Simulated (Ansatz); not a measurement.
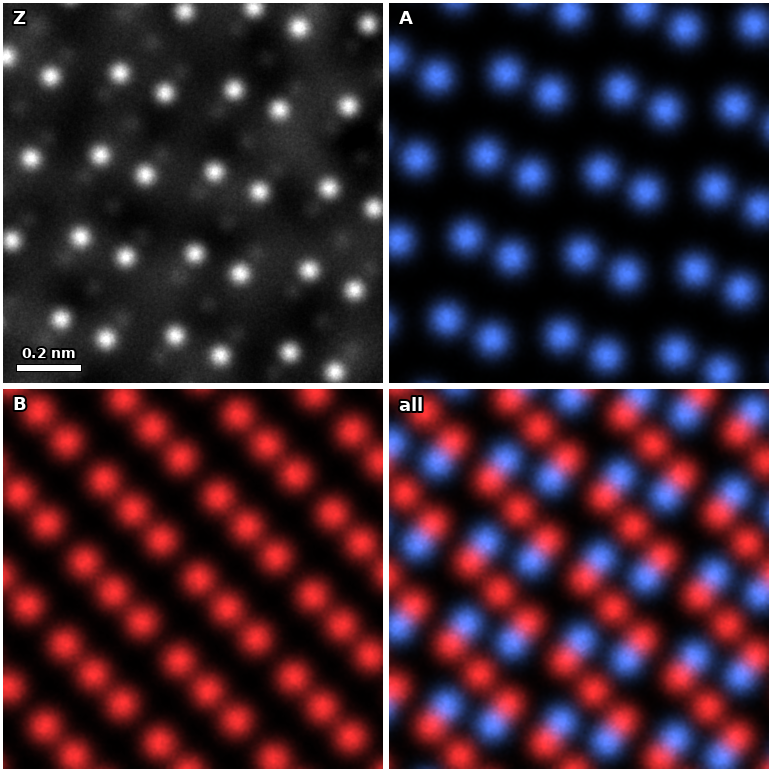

Ga2O3 (R-3c, No. 167) along [100]. Panel Z: The image is simulated as a sum over atoms of Z^1.6, blurred by a 0.50 Å probe (no channelling). The probe carries 25 % of its weight in a tail 2.5 times as wide. Shot noise and the speckle of an amorphous layer were added. The other panels are simulated element maps (the number of atoms of one element along the beam, blurred by 0.9 Å, with counting noise; each on its own scale, no channelling); the last overlays them. Atomic positions: the geometry relaxed with DFT, r2SCAN, plane waves, PAW (Ansatz); the starting structure was generated, so it need not be a known form of this composition.

```cif
data_structure
_symmetry_space_group_name_H-M 'R-3c:H'
_symmetry_Int_Tables_number 167
_cell_length_a 4.9845
_cell_length_b 4.9845
_cell_length_c 13.4419
_cell_angle_alpha 90.000
_cell_angle_beta 90.000
_cell_angle_gamma 120.000
_cell_volume 289.23
loop_
_atom_site_label
_atom_site_type_symbol
_atom_site_symmetry_multiplicity
_atom_site_Wyckoff_symbol
_atom_site_fract_x
_atom_site_fract_y
_atom_site_fract_z
_atom_site_occupancy
Ga1 Ga 12 c 0.33333 0.66667 0.02209 1
O1 O 18 e 0.69637 0.00000 0.25000 1
```

> Which element does each lettered map show?

A: Ga, B: O. The projected cell (4.32 × 4.71 Å, 108°) holds 10 columns: 6 of O and 4 of Ga. No column is shared by two of the mapped elements.
